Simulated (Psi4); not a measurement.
**C2F2 (SMILES FC#CF): B3LYP/6-31G(d) (Cartesian functions)**

What is the vertical ionisation energy of C2F2 at B3LYP/6-31G* (Cartesian functions)? 

The results are computed with Psi4 1.11.

### 1 Starting point

The species is C2F2 (4 atoms), meant as a singlet with charge 0. SMILES: `FC#CF`. The shape is that of a PBE0-D4/def2-TZVP optimisation.

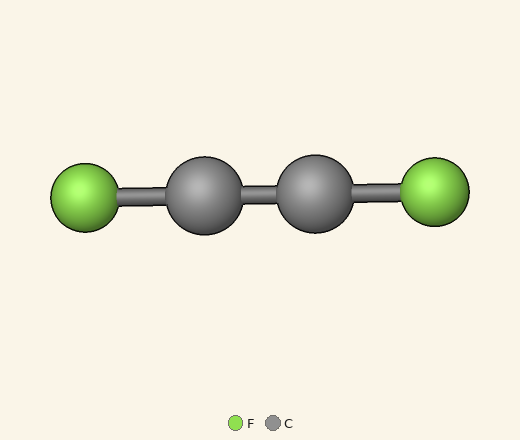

The structure, seen from a chosen angle (fluorine green, carbon grey).

### 2 Energy and forces at B3LYP/6-31G(d) (Cartesian functions)

Contents of input.in:

```
memory 1600 MB

molecule {
  F     -0.136400     0.128000     1.852800
  C     -0.033700     0.030200     0.583200
  C      0.061400    -0.060400    -0.593400
  F      0.164100    -0.158200    -1.863000
  symmetry c1
}

set globals {
  reference rks
  puream false
  e_convergence 1e-09
  d_convergence 1e-08
  scf_type pk
  dft_radial_points 99
  dft_spherical_points 590
}

energy_value, wavefunction = gradient("b3lyp/6-31G*", return_wfn=True)
oeprop(wavefunction, "MULLIKEN_CHARGES", "MAYER_INDICES", "QUADRUPOLE", title="B3LYP")
```

Started as:

```sh
$ psi4 -i input.in -o input.out -n 1
```

input.out:

```text
[...]
  Running in c1 symmetry.
[...]
  Nuclear repulsion =   95.510996951943397
[...]
  Multiplicity = 1
[...]
  Nalpha       = 15
  Nbeta        = 15
[...]
    Number of basis functions: 60
[...]
   @RKS iter   1:  -275.65003443139835   -9.85435e-02   7.09369e-03 DIIS/ADIIS
[...]
   @RKS iter   9:  -275.73606654315313   -3.41061e-13   9.47394e-10 DIIS
[...]
    Orbital Energies [Eh]
    ---------------------
    Doubly Occupied:
       1A    -24.773472     2A    -24.773470     3A    -10.282974
       4A    -10.280169     5A     -1.290718     6A     -1.289591
       7A     -0.780365     8A     -0.635913     9A     -0.604838
      10A     -0.519884    11A     -0.519884    12A     -0.498305
      13A     -0.498305    14A     -0.275993    15A     -0.275993
[...]
  @RKS Final Energy:  -275.73606654315313
   => Energetics <=
    Nuclear Repulsion Energy =             95.5109969519433974
    One-Electron Energy =                -569.4902639603533316
    Two-Electron Energy =                 223.8836190836855451
    DFT Exchange-Correlation Energy =     -25.6404186184287468
    Empirical Dispersion Energy =           0.0000000000000000
    VV10 Nonlocal Energy =                  0.0000000000000000
    Total Energy =                       -275.7360665431531288
[...]
  -Total Gradient:
     Atom            X                  Y                   Z
    ------   -----------------  -----------------  -----------------
       1       -0.000000441259    -0.000000149064    -0.017387665337
       2       -0.000000004786    -0.000000001614    -0.003281410128
       3        0.000000004786     0.000000001614     0.003281410130
       4        0.000000441259     0.000000149064     0.017387665337
[...]
 Multipole Moments:
 ------------------------------------------------------------------------------------
     Multipole            Electronic (a.u.)      Nuclear  (a.u.)        Total (a.u.)
 ------------------------------------------------------------------------------------
 L = 1.  Multiply by 2.5417464519 to convert [e a0] to [Debye]
 Dipole X            :         -0.0000000            0.0000000           -0.0000000
 Dipole Y            :         -0.0000000           -0.0000000           -0.0000000
 Dipole Z            :         -0.0000000           -0.0000000           -0.0000000
 Magnitude           :                                                    0.0000000
 L = 2.  Multiply by 1.3450342976 to convert [e a0^2] to [Debye ang]
 Quadrupole XX       :        -14.5824708            0.0000002          -14.5824706
 Quadrupole XY       :         -0.0000001            0.0000001            0.0000000
[...]
  Mulliken Charges: (a.u.)
   Center  Symbol    Alpha    Beta     Spin     Total
       1     F     4.58783  4.58783  0.00000 -0.17567
       2     C     2.91217  2.91217  0.00000  0.17567
       3     C     2.91217  2.91217  0.00000  0.17567
       4     F     4.58783  4.58783  0.00000 -0.17567
   Total alpha = 15.00000, Total beta = 15.00000, Total charge = -0.00000
  Mayer Bond Indices:
[...]
```

It took 6 s on 1 thread of Intel Xeon Platinum 8488C (Sapphire Rapids), shared host; peak memory 0.57 GiB.

### 3 The doublet cation

Contents of input.inp:

```
memory 1600 MB

molecule mol {
  1 2
  F     -0.136400     0.128000     1.852800
  C     -0.033700     0.030200     0.583200
  C      0.061400    -0.060400    -0.593400
  F      0.164100    -0.158200    -1.863000
  symmetry c1
  no_reorient
  no_com
}

set basis 6-31G*
set reference uks
set puream false
set e_convergence 1e-09
set d_convergence 1e-08
set scf_type pk
set dft_radial_points 99
set dft_spherical_points 590
set maxiter 200

energy_value, wavefunction = gradient('b3lyp', return_wfn=True)
oeprop(wavefunction, 'WIBERG_LOWDIN_INDICES', 'MAYER_INDICES', 'LOWDIN_CHARGES', title='B3LYP')
```

Started as:

```sh
$ psi4 -n 1 input.inp input.out
```

input.out:

```text
[...]
  Running in c1 symmetry.
[...]
  Nuclear repulsion =   95.510996951943412
[...]
  Multiplicity = 2
[...]
  Nalpha       = 15
  Nbeta        = 14
[...]
    Number of basis functions: 60
[...]
   @UKS iter   1:  -275.30058510477033    2.50906e-01   4.68018e-03 DIIS/ADIIS
[...]
   @UKS iter  10:  -275.33640650283888   -1.13687e-11   8.85393e-09 DIIS
[...]
   @S^2 Observed:                7.512104371E-01
[...]
    Orbital Energies [Eh]
    ---------------------
    Alpha Occupied:
       1A    -25.111242     2A    -25.111240     3A    -10.672822
       4A    -10.669959     5A     -1.614383     6A     -1.612895
       7A     -1.171615     8A     -0.951015     9A     -0.927272
      10A     -0.855576    11A     -0.836883    12A     -0.821755
      13A     -0.806936    14A     -0.647920    15A     -0.620248
    Alpha Virtual:
      16A     -0.278419    17A     -0.264409    18A     -0.239479
      19A     -0.180573    20A      0.125941    21A      0.179635
      22A      0.196806    23A      0.205509    24A      0.336356
      25A      0.350486    26A      0.371481    27A      0.528560
[...]
  @UKS Final Energy:  -275.33640650283888
   => Energetics <=
    Nuclear Repulsion Energy =             95.5109969519434117
    One-Electron Energy =                -559.5041931799803478
    Two-Electron Energy =                 213.9450000574687465
    DFT Exchange-Correlation Energy =     -25.2882103322706691
    Empirical Dispersion Energy =           0.0000000000000000
    VV10 Nonlocal Energy =                  0.0000000000000000
    Total Energy =                       -275.3364065028388836
[...]
 Multipole Moments:
 ------------------------------------------------------------------------------------
     Multipole            Electronic (a.u.)      Nuclear  (a.u.)        Total (a.u.)
 ------------------------------------------------------------------------------------
 L = 1.  Multiply by 2.5417464519 to convert [e a0] to [Debye]
 Dipole X            :         -0.7590085            0.7851812            0.0261727
 Dipole Y            :          0.8275111           -0.8560459           -0.0285349
 Dipole Z            :          0.2794905           -0.2891281           -0.0096376
 Magnitude           :                                                    0.0399015
[...]
  -Total Gradient:
     Atom            X                  Y                   Z
    ------   -----------------  -----------------  -----------------
       1       -0.003854195959     0.003670069996     0.047640412639
       2        0.012730782560    -0.012126119941    -0.157450686557
       3       -0.012730782560     0.012126119941     0.157450686556
       4        0.003854195958    -0.003670069996    -0.047640412637
[...]
```

Wall time 9 s (1 thread of Intel Xeon Platinum 8488C (Sapphire Rapids), shared host); peak memory 0.57 GiB.

### 4 Summary of results

Level: B3LYP/6-31G* (Cartesian functions).

| quantity | value |
| --- | --- |
| singlet C2F2: total energy | -275.73607 Eh |
| singlet C2F2: dipole moment | 0.00 D |
| singlet C2F2: HOMO energy | -7.51 eV |
| singlet C2F2: LUMO energy | 1.46 eV |
| singlet C2F2: HOMO–LUMO gap | 8.97 eV |
| singlet C2F2: largest force on an atom | 0.894 eV/Å |
| doublet cation: total energy | -275.33641 Eh |
| doublet cation: HOMO energy (highest over α and β) | -16.62 eV |
| doublet cation: LUMO energy (lowest over α and β) | -14.22 eV |
| doublet cation: ⟨S²⟩ | 0.751 |
| doublet cation: largest force on an atom | 8.147 eV/Å |
| vertical ionisation energy (to the doublet cation) | 10.875 eV |

**Reading.** Removing an electron at fixed nuclei costs 10.88 eV (251 kcal/mol). The largest force (singlet C2F2) is 0.89 eV/Å: the shape isn't a stationary point for this species at this level. The negative HOMO energy of the first species, 7.51 eV, lies 3.37 eV below that difference. Mulliken charges (singlet C2F2) run from -0.18 on F1 to +0.18 on C2; they depend strongly on the basis.
